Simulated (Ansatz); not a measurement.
CHClSi (charge +1, doublet)

```xyz
4

C    -0.0276   -0.4522   -0.1151
Cl    0.1734   -0.8570   -1.7304
Si    0.9006    1.0235    0.4580
H    -0.6982   -1.1089    0.4538
```

Geometry: PBE0-D3(BJ)/pcseg-1.

Theory: Ansatz 0.2.0, isolated molecule in a Gaussian basis; Kohn-Sham density functional theory, functional PBE0.

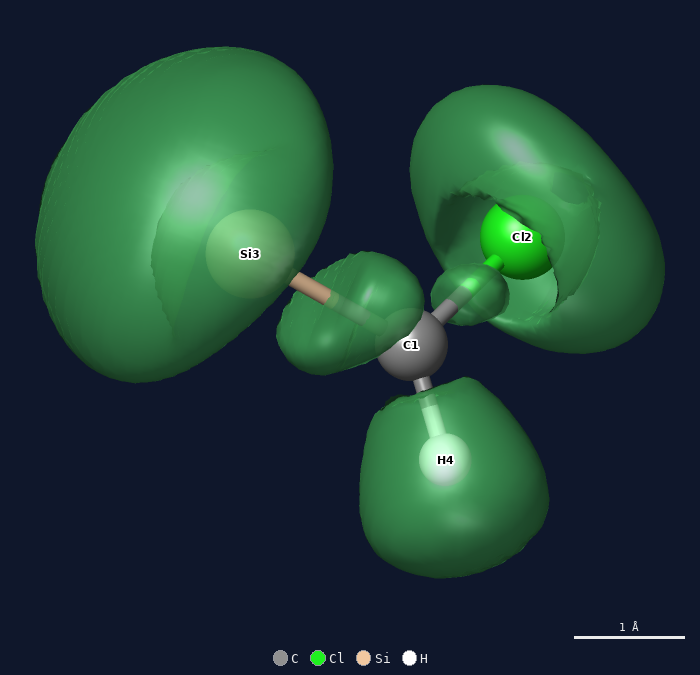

Figure 1. Isosurface of the ELF at 0.8 (green), seen at a tilt. Only the valence region is drawn (cores and ρ < 0.01 e/Å³ removed).

> What do the ELF domains correspond to?

The surface consists of one region between bonded C–Cl atoms (shared pairs), one region between bonded C–Si atoms (shared pairs), one region around a hydrogen nucleus, one ring or bowl of non-bonding electrons around Cl and one lobe on Si, pointing away from the bonds (non-bonding electrons). Profiles from the grid: C–Cl (1.68 Å): the ELF peaks at about 0.90 between the atoms: a covalent bond. C–Si (1.84 Å): the ELF peaks at about 0.95 between the atoms; a covalent bond.

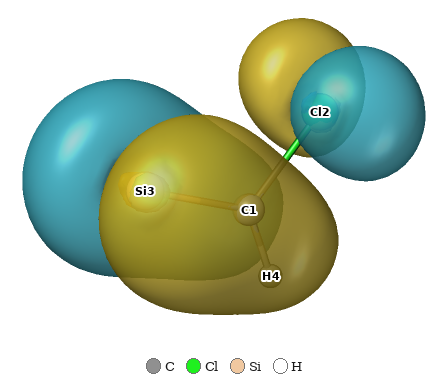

Figure 2. The LUMO (β) at ±0.08 Å⁻³ᐟ² (yellow and cyan are the two phases), seen at a tilt.

> Describe this orbital and give its energy.

It lies mainly on Si3 (about 45 %), C1 (about 30 %) and Cl2 (about 20 %); it changes sign across the molecular plane (π type); π-bonding across C1–Si3; π-antibonding (a node) across C1–Cl2. Its energy is −10.15 eV.

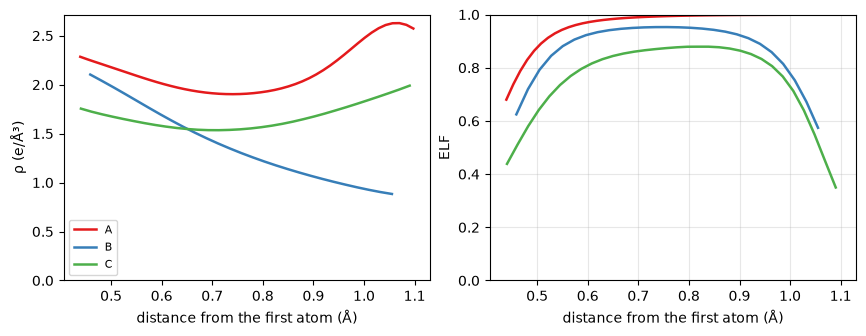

Figure 3. Electron density and electron localisation function along straight lines between neighbouring atoms. The curves leave out the atomic cores.

> Which curve belongs to which contact (C–Cl, C–H and C–Si)? The first atom named is at distance zero.

Curve A: C–H (1.10 Å): ρ at the midpoint is about 2.1 e/Å³; the ELF climbs to about 1 towards the hydrogen, as it does in any bond to H: a covalent bond by its length. Curve B: C–Si (1.84 Å): ρ at the midpoint is about 1 e/Å³; the ELF peaks at about 0.95 between the atoms (localised, covalent bonding). Curve C: C–Cl (1.68 Å): ρ at the midpoint is about 1.6 e/Å³; the ELF peaks at about 0.90 between the atoms, as expected for localised, covalent bonding.

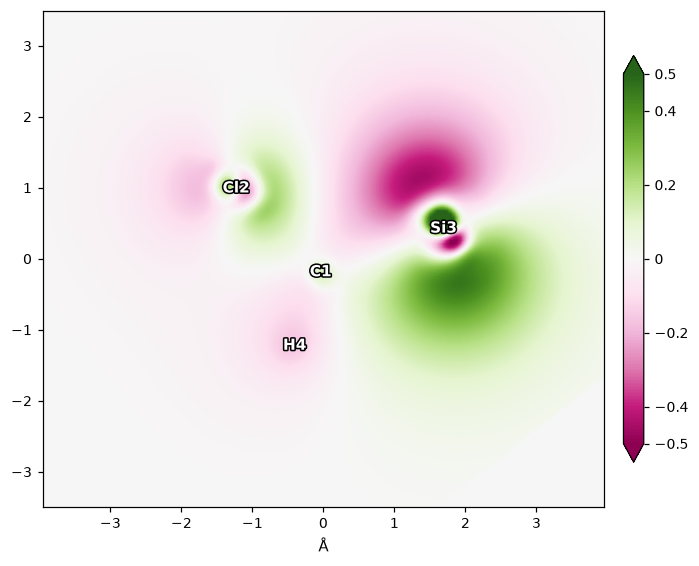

Figure 4. The LUMO (α) on the molecular plane (values in Å⁻³ᐟ²; the overall sign is arbitrary).

> Where does this orbital lie, and at what energy?

Its weight (Hirshfeld) is mainly on Si3 (about 85 %) and Cl2 (about 5 %); it is symmetric in the molecular plane (an in-plane orbital: σ, lone-pair or in-plane π type). Its energy is −9.34 eV.
